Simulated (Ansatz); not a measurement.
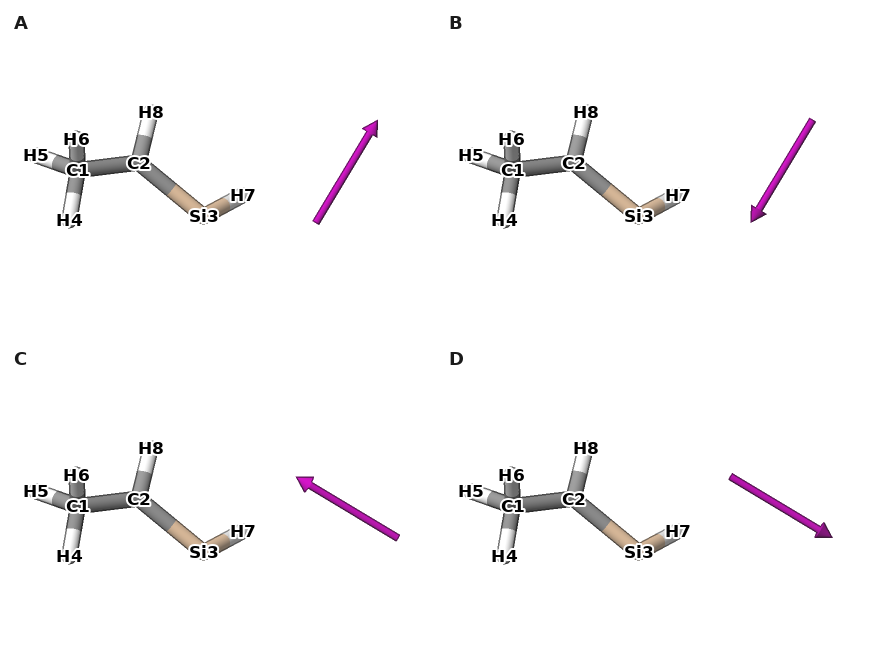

The same molecule four times, each with an arrow. Charge 0, doublet. The computed structure is the end point of a PBE-D4/def2-SVP optimisation. No frequency run is at hand to confirm it as a minimum. Properties computed with UKS PBE-D4/def2-SVP (Ansatz 0.2.0).

### Which arrow points along the dipole moment, from the negative to the positive end?

C. The dipole moment is 0.97 D; it points from the side of H7 to the side of H5 (the outermost atoms at the two ends).
